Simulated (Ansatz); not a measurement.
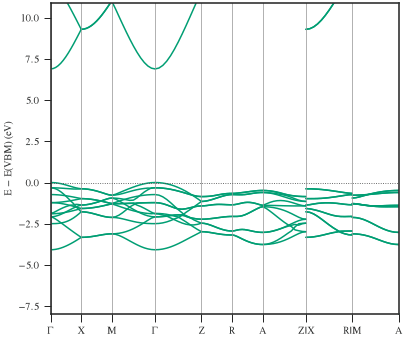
Fig. 1. Band structure from the program Ansatz at the PBEsol level (PAW)

Question: Read off the gap and where the band edges lie.

Answer: About 6.9 eV (6.89 eV by a search for the band edges); maximum at Γ, minimum at Γ.

The material is MgF$_{2}$ (rutile, P4_2/mnm).

The PBEsol relaxation kept the symmetry of its start.

Potentials: the later of the program's two PAW sets.
